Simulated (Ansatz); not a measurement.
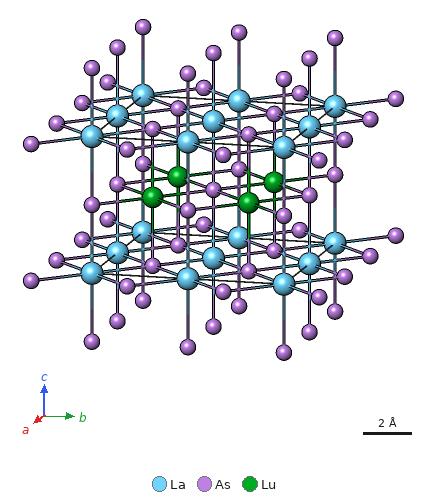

Starting frame of a dynamics run of a 16-atom cell of LaLuAs2. The picture is a ball-and-stick view of the simulation cell, seen slightly off an axis. Bonds to atoms that aren't drawn are left out.

The calculation used Ansatz, DFT, r2SCAN, plane waves, PAW.

Input file:
```yaml
crystal:
  lattice:
    - [8.4465201006, 0.0, 0.0]
    - [0.0, 8.4465201006, 0.0]
    - [0.0, 0.0, 5.9521047138]
  atoms:
    - { symbol: La, position: [0.0, 0.0, 0.0] }
    - { symbol: As, position: [0.0, 0.0, 0.5] }
    - { symbol: Lu, position: [0.25, 0.25, 0.5] }
    - { symbol: As, position: [0.25, 0.25, 0.0] }
    - { symbol: La, position: [0.0, 0.5, 0.0] }
    - { symbol: As, position: [0.0, 0.5, 0.5] }
    - { symbol: Lu, position: [0.25, 0.75, 0.5] }
    - { symbol: As, position: [0.25, 0.75, 0.0] }
    - { symbol: La, position: [0.5, 0.0, 0.0] }
    - { symbol: As, position: [0.5, 0.0, 0.5] }
    - { symbol: Lu, position: [0.75, 0.25, 0.5] }
    - { symbol: As, position: [0.75, 0.25, 0.0] }
    - { symbol: La, position: [0.5, 0.5, 0.0] }
    - { symbol: As, position: [0.5, 0.5, 0.5] }
    - { symbol: Lu, position: [0.75, 0.75, 0.5] }
    - { symbol: As, position: [0.75, 0.75, 0.0] }
kpoints:
  mp_grid: { grid: [2, 2, 2] }
hamiltonian:
  xc: r2scan
scf:
  occupations: { method: fermi_dirac, width: 0.02 }
md:
  ensemble: nve
  temperature: 100
  timestep: 1.5
  n_steps: 20
  initial_velocities: maxwell_boltzmann
  seed: 2487
```

Run as
```bash
ansatz run input.yaml --threads 4 --pin off --max-ram 3686MiB --backend cpu --events-out ev --progress --plain --runs-dir out
```

What does the trajectory do?

The mean temperature in the second half is 81 K (standard deviation 7 K). The potential energy in the second half lies on average 2.3 meV per atom above the first frame. In the second half of the run the atoms are, in the root-mean-square, this far from where they began (common drift taken out): Lu 0.04 Å, As 0.03 Å, La 0.03 Å. The run lasts only 30 fs, too short to tell vibration from diffusion.

Along the run (each row but the first and the last is the mean over the interval that it begins):

| time (fs) | potential energy (meV/atom) | T (K) |
| --- | --- | --- |
| 0.0 | 0.0 | 100 |
| 4.5 | 0.2 | 98 |
| 9.0 | 0.6 | 95 |
| 13.5 | 1.1 | 91 |
| 18.0 | 1.8 | 85 |
| 22.5 | 2.5 | 79 |
| 27.0 | 3.4 | 72 |

The paths of the atoms, magnified 10 times:

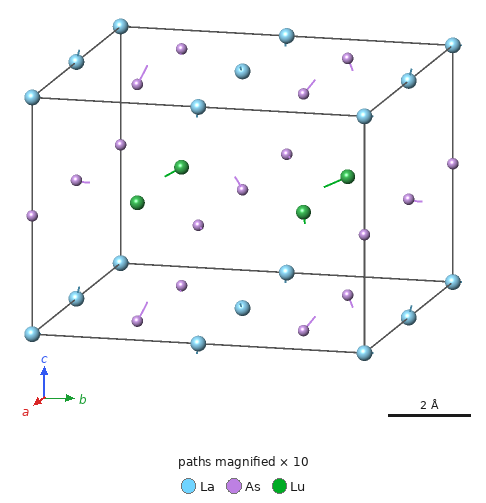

The run took 4.9 min on 4 threads of Arm Neoverse V2, on a shared host, peak memory 2.8 GiB.
